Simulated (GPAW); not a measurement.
# C K-edge XANES of rock-salt (TiC)₁₋ₓ(ZrC)ₓ at x = 0

What does the C K edge look like in rock-salt (TiC)₁₋ₓ(ZrC)ₓ at x = 0?

Method: X-ray absorption from dipole matrix elements to empty bands, plane-wave PAW PBE, in GPAW 26.7.0.

### Step 1. The structure

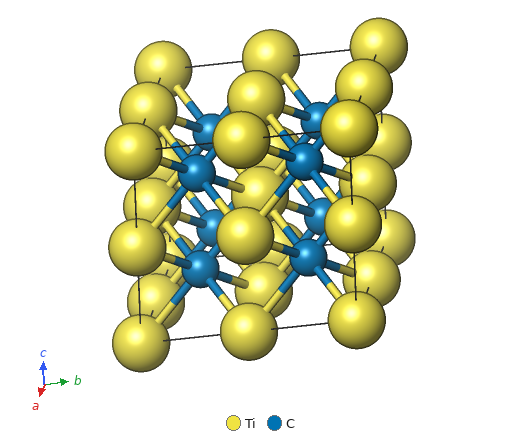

Start, viewed slightly off an axis; titanium yellow, carbon blue. Bonds to atoms that aren't drawn are left out. Some periodic images of atoms are drawn too.

As a file:

```cif
data_structure
_symmetry_space_group_name_H-M 'P 1'
_symmetry_Int_Tables_number 1
_cell_length_a 6.1207
_cell_length_b 6.1207
_cell_length_c 6.1207
_cell_angle_alpha 60.000
_cell_angle_beta 60.000
_cell_angle_gamma 60.000
_cell_volume 162.14
loop_
_atom_site_label
_atom_site_type_symbol
_atom_site_fract_x
_atom_site_fract_y
_atom_site_fract_z
_atom_site_occupancy
Ti1 Ti 0.00000 0.00000 0.00000 1
C2 C 0.75000 0.25000 0.25000 1
Ti3 Ti 0.00000 0.00000 0.50000 1
C4 C 0.75000 0.25000 0.75000 1
Ti5 Ti 0.00000 0.50000 0.00000 1
C6 C 0.75000 0.75000 0.25000 1
Ti7 Ti 0.00000 0.50000 0.50000 1
C8 C 0.75000 0.75000 0.75000 1
Ti9 Ti 0.50000 0.00000 0.00000 1
C10 C 0.25000 0.25000 0.25000 1
Ti11 Ti 0.50000 0.00000 0.50000 1
C12 C 0.25000 0.25000 0.75000 1
Ti13 Ti 0.50000 0.50000 0.00000 1
C14 C 0.25000 0.75000 0.25000 1
Ti15 Ti 0.50000 0.50000 0.50000 1
C16 C 0.25000 0.75000 0.75000 1
```

### Step 2. Ground state of the crystal

A plain self-consistent run shows whether there is a gap, which decides the set-up of the core-hole run.

Input file scf.py:

```python
import numpy as np
from ase import Atoms
from ase.parallel import parprint, paropen
from gpaw import GPAW, PW, FermiDirac, Mixer, MixerDif, setup_paths
from gpaw.test import gen
setup_paths.insert(0, '.')
gen('C', name='nch1s', xcname='PBE', corehole=(1, 0, 0), write_xml=True)
from gpaw.mpi import world
world.barrier()

atoms = Atoms('TiCTiCTiCTiCTiCTiCTiCTiC',
    cell=[[0, 4.328, 4.328],
     [4.328, 0, 4.328],
     [4.328, 4.328, 0]],
    scaled_positions=[[0, 0, 0],
     [0.75, 0.25, 0.25],
     [0, 0, 0.5],
     [0.75, 0.25, 0.75],
     [0, 0.5, 0],
     [0.75, 0.75, 0.25],
     [1, 0.5, 0.5],
     [0.75, 0.75, 0.75],
     [0.5, 0, 0],
     [0.25, 0.25, 0.25],
     [0.5, 1, 0.5],
     [0.25, 0.25, 0.75],
     [0.5, 0.5, 0],
     [0.25, 0.75, 0.25],
     [0.5, 0.5, 0.5],
     [0.25, 0.75, 0.75]],
    pbc=True)
atoms.calc = calc = GPAW(legacy_gpaw=True, mode=PW(500, force_complex_dtype=True), xc='PBE', setups={1: 'nch1s'},
    kpts={'size': (5, 5, 5), 'gamma': True}, occupations=FermiDirac(0.05),
    charge=0, mixer=Mixer(0.1, 5, 50), maxiter=150,
    convergence={'density': 0.0001, 'eigenstates': 1e-6}, txt='scf.txt')
energy = atoms.get_potential_energy() + calc.get_reference_energy()
ef = calc.get_fermi_level()
out = dict(energy=energy, fermi=ef, forces=atoms.get_forces().tolist())
parprint(f'all-electron energy {energy:.4f} eV, Fermi level {ef:.4f} eV')
ev = np.array([[calc.get_eigenvalues(k, s) for k in range(len(calc.get_ibz_k_points()))] for s in range(calc.get_number_of_spins())])
out['homo'], out['lumo'], out['counts'] = ev[ev < ef].max(), ev[ev > ef].min(), sorted(set((ev < ef).sum((0, 2)).tolist()))
out['filled'] = (ev[:, 0] < ef).sum(1).tolist()
import json
with paropen('out.json', 'w') as f:
    json.dump(out, f)
```

Launch:

```sh
$ OMP_NUM_THREADS=1 mpirun -n 4 gpaw python scf.py
```

Numbers of over 12 decimals in the logs are rounded to 6 here.

The program printed:

```text
Input parameters:
  convergence: {density: 0.0001,
                eigenstates: 1e-06}
  kpts: {gamma: True,
         size: (5, 5, 5)}
  maxiter: 150
  mixer: {backend: pulay,
          beta: 0.1,
          method: separate,
          nmaxold: 5,
          weight: 50}
  mode: {ecut: 500.0,
         force_complex_dtype: True,
         name: pw}
  occupations: {fixmagmom: False,
                name: fermi-dirac,
                width: 0.05}
  setups: {1: nch1s}
  xc: PBE

Initialize ...

[... PAW data sets ...]

Reference energy: -194013.139250  # eV

Spin-paired calculation

[... convergence settings ...]
Symmetries present (total): 8
  [... symmetry matrices ...]

125 k-points: 5 x 5 x 5 Monkhorst-Pack grid
18 k-points in the irreducible part of the Brillouin zone
       k-points in crystal coordinates                weights
   0:     0.00000000    0.00000000    0.00000000          1/125
   1:     0.00000000    0.20000000    0.20000000          2/125
   2:     0.00000000    0.40000000    0.40000000          2/125
   3:     0.20000000   -0.40000000   -0.40000000          4/125
   4:     0.20000000    0.20000000    0.00000000          4/125
   5:     0.20000000    0.20000000    0.20000000          8/125
   6:     0.20000000    0.40000000   -0.40000000          8/125
   7:     0.20000000    0.40000000    0.20000000          8/125
   8:     0.20000000    0.40000000    0.40000000          8/125
   9:     0.40000000   -0.20000000   -0.40000000          8/125
          ...
  17:     0.40000000    0.40000000    0.40000000          8/125

Wave functions: Plane wave expansion
  Cutoff energy: 500.000 eV
  Number of coefficients (min, max): 4083, 4125
  Pulay-stress correction: 0.000000 eV/Ang^3 (de/decut=0.000000)
  Using FFTW library
  Wavefunction extrapolation:
    Improved wavefunction reuse through dual PAW basis

Occupation numbers: Fermi-Dirac:
  width: 0.0500  # eV

Eigensolver
   Davidson(niter=2)

Densities:
  Coarse grid: 32*32*32 grid
  Fine grid: 64*64*64 grid
  Total Charge: 0.000000

Density mixing:
  Method: separate
  Backend: pulay
  Linear mixing parameter: 0.1
  old densities: 5
  Width of damping distribution: 1.1
  Damping of long wavelength oscillations: 50

[... Hamiltonian set-up ...]
Number of atoms: 16
Number of atomic orbitals: 136
Number of bands in calculation: 81
Number of valence electrons: 128
Bands to converge: occupied

... initialized

Initializing position-dependent things.

Density initialized from atomic densities
Creating initial wave functions:
  81 bands from LCAO basis set

                      Ti   C
                    C     Ti
                      C

               C    Ti    C
              Ti   C
                    C
        Ti    C

            Ti
              Ti
       Ti

Atomic positions and initial magnetic moments

Positions:
   0 Ti     0.000000    0.000000    0.000000    ( 0.0000,  0.0000,  0.0000)
   1 C      2.164000    4.328000    4.328000    ( 0.0000,  0.0000,  0.0000)
   2 Ti     2.164000    2.164000    0.000000    ( 0.0000,  0.0000,  0.0000)
   3 C      4.328000    6.492000    4.328000    ( 0.0000,  0.0000,  0.0000)
   4 Ti     2.164000    0.000000    2.164000    ( 0.0000,  0.0000,  0.0000)
   5 C      4.328000    4.328000    6.492000    ( 0.0000,  0.0000,  0.0000)
   6 Ti     4.328000    6.492000    6.492000    ( 0.0000,  0.0000,  0.0000)
[...]
13 C      4.328000    2.164000    4.328000    ( 0.0000,  0.0000,  0.0000)
  14 Ti     4.328000    4.328000    4.328000    ( 0.0000,  0.0000,  0.0000)
  15 C      6.492000    4.328000    4.328000    ( 0.0000,  0.0000,  0.0000)

Unit cell:
           periodic     x           y           z      points  spacing
  1. axis:    yes    0.000000    4.328000    4.328000    32     0.1562
  2. axis:    yes    4.328000    0.000000    4.328000    32     0.1562
  3. axis:    yes    4.328000    4.328000    0.000000    32     0.1562

  Lengths:   6.120716   6.120716   6.120716
  Angles:   60.000000  60.000000  60.000000

Effective grid spacing dv^(1/3) = 0.1704

iter:   1  -158.183577
iter:   2  -145.732257   -0.29  -0.89
iter:   3  -138.752006   +0.53  -1.04
iter:   4  -139.745842   -0.22  -1.61
iter:   5  -140.704719   -0.44  -1.60
iter:   6  -140.029813   -1.63  -1.57
iter:   7  -140.197711   -1.99  -2.10
iter:   8  -140.134148   -2.71  -1.96
iter:   9  -139.961676   -1.85  -2.01
iter:  10  -139.967655   -1.48  -2.34
iter:  11  -139.963734c  -2.74  -2.81
iter:  12  -139.990888c  -2.40  -3.25
iter:  13  -140.008085c  -2.61  -2.47
iter:  14  -139.971153c  -3.10  -2.35
iter:  15  -139.961510c  -2.47  -2.61
iter:  16  -139.964275c  -2.79  -3.08
iter:  17  -139.965030c  -3.89  -3.21
[...]
iter:  29  -139.964361c  -4.44  -4.64c
iter:  30  -139.965491c  -3.67  -4.08c
iter:  31  -139.964418c  -4.92  -3.23
iter:  32  -139.964473c  -6.21c -3.60
iter:  33  -139.964374c  -5.39  -3.57
iter:  34  -139.964268c  -4.43  -3.71
iter:  35  -139.964312c  -6.18c -4.50c

Converged after 35 iterations.

Dipole moment: (0.000000, -0.000000, -0.000000) |e|*Ang

Energy contributions relative to reference atoms: (reference = -194013.139250)

Kinetic:       +133.559454
Potential:     -142.441700
External:        +0.000000
XC:            -131.468297
Entropy (-ST):   -0.019031
Local:           +0.395747
SIC:             +0.000000
--------------------------
Free energy:   -139.973828
Extrapolated:  -139.964312

Showing only first 2 kpts
 Kpt  Band  Eigenvalues  Occupancy
  0    62     10.18836    1.71723
  0    63     10.18836    1.71723
  0    64     10.93401    0.00000
  0    65     10.93401    0.00000

  1    62     10.03690    1.98420
  1    63     10.38038    0.23085
  1    64     10.38039    0.23079
  1    65     10.65695    0.00103

Fermi level: 10.27855

No gap
No difference between direct/indirect transitions

Forces in eV/Ang:
  0 Ti    0.00000    0.00000    0.00000
  1 C    -0.00000   -0.00000    0.00000
  2 Ti    0.00000    0.00000    0.00000
  3 C    -0.00000    0.00000    0.00000
  4 Ti    0.00000    0.00000    0.00000
  5 C    -0.00000   -0.00000    0.00000
  6 Ti   -0.00000    0.00000    0.00000
[...]
13 C    -0.00000   -0.00000    0.00000
 14 Ti    0.00000   -0.00000    0.00000
 15 C     0.00000    0.00000    0.00000
Scalar-relativistic atomic PBE calculation for C (Carbon, Z=6)
Core hole in 1s state (1s occupation: 2.0)
300 radial gridpoints.
|------------------------------------------------|
|------------------------------------------------|
[... the atom generator's iteration count ...]

Energy contributions:
-------------------------
Kinetic:      +37.662629
XC:            -5.078007
Potential:    -70.349262
-------------------------
Total:        -37.764640

state      eigenvalue         ekin         rmax
-----------------------------------------------
1s^2.0 :   -10.046298    15.958807        0.174
2s^2.0 :    -0.505334     1.651367        1.213
2p^2.0 :    -0.194204     1.221141        1.203
-----------------------------------------------
(units: Bohr and Hartree)

Generating PAW setup
Kinetic energy of the core from tauc = 31.932223
Cutoffs:
rc(s)=1.200
rc(p)=1.200
rc(d)=1.200
rc(vbar)=1.080
rc(comp)=1.200
rc(nct)=1.200

Kinetic energy of the core states: 31.917614
Charge: 0.0
Core electrons: 2.0
Valence electrons: 4.0
Pseudo-core charge: 0.031265
Shape function alpha=6.944
Pseudo-electron charge 4.035260
state    eigenvalue         norm
--------------------------------
2s(2) :    -0.505334     1.046026
*s    :     0.494666
2p(2) :    -0.194204     0.955972
*p    :     0.805796
*d    :     0.000000
--------------------------------

Diagonalizing with gridspacing h=0.050

state   all-electron     PAW
-------------------------------
2s:      -0.505334    -0.505970
2p:      -0.194204    -0.194948
*d:                    0.044948
*f:                    0.074429
-------------------------------
all-electron energy -194153.1036 eV, Fermi level 10.2786 eV
```

Run time: 1.8 min. Hardware: 4 MPI ranks of Arm Neoverse V1, shared host; peak memory 0.36 GiB.

The mesh shows no gap, so the system is treated as a metal and the core electron is put at the Fermi level (neutral cell).

### Step 3. Reference energy of the cell

The photon energy needs a difference of total energies, so the cell and mesh of the coming hole run are first run without a hole.

scf.py, as its differences from that of step 2:

```diff
@@ -20,3 +20,3 @@
      [0.75, 0.75, 0.25],
-     [1, 0.5, 0.5],
+     [0, 0.5, 0.5],
      [0.75, 0.75, 0.75],
@@ -24,3 +24,3 @@
      [0.25, 0.25, 0.25],
-     [0.5, 1, 0.5],
+     [0.5, 0, 0.5],
      [0.25, 0.25, 0.75],
@@ -32,3 +32,3 @@
 atoms.calc = calc = GPAW(legacy_gpaw=True, mode=PW(500, force_complex_dtype=True), xc='PBE', setups={1: 'nch1s'},
-    kpts={'size': (5, 5, 5), 'gamma': True}, occupations=FermiDirac(0.05),
+    kpts={'size': (4, 4, 4), 'gamma': True}, occupations=FermiDirac(0.1),
     charge=0, mixer=Mixer(0.1, 5, 50), maxiter=150,
```

The program printed:

```text
Input parameters:
  convergence: {density: 0.0001,
                eigenstates: 1e-06}
  kpts: {gamma: True,
         size: (4, 4, 4)}
  maxiter: 150
  mixer: {backend: pulay,
          beta: 0.1,
          method: separate,
          nmaxold: 5,
          weight: 50}
  mode: {ecut: 500.0,
         force_complex_dtype: True,
         name: pw}
  occupations: {fixmagmom: False,
                name: fermi-dirac,
[...]
2s(2) :    -0.505334     1.046026
*s    :     0.494666
2p(2) :    -0.194204     0.955972
*p    :     0.805796
*d    :     0.000000
--------------------------------

Diagonalizing with gridspacing h=0.050

state   all-electron     PAW
-------------------------------
2s:      -0.505334    -0.505970
2p:      -0.194204    -0.194948
*d:                    0.044948
*f:                    0.074429
-------------------------------
all-electron energy -194153.0932 eV, Fermi level 10.1961 eV
[key lines of the parts left out:]
Converged after 21 iterations.
Dipole moment: (-0.000001, 0.000000, 0.000000) |e|*Ang
Free energy:   -139.994330
Fermi level: 10.19607
```

Wall time 59 s (4 MPI ranks); peak memory 0.35 GiB.

Reference energy: -194153.093 eV with the cores included.

(Part 1 of 2 ends here.)

[Banner, clock and machine lines of the logs are left out without a mark of their own.]

[Logs are printed without paths, hosts, clocks, repeated set-up lines and the standing remarks that a program may print on its own settings, such as how far it seeks lower states.]

[Hosts, paths, dates, database ids (printed as entryN), source tags and the programs' standing remarks are cut or masked in the printed files.]

[Lists of maxima count a maximum above −3 eV only where it reaches 4 % of the highest in the window and stands out from its surroundings by 2 % of it (1.5 % where it reaches 55 %); shoulders and weaker maxima are passed over, and of the rest the first, up to two pre-edge ones and the few strongest are named.]
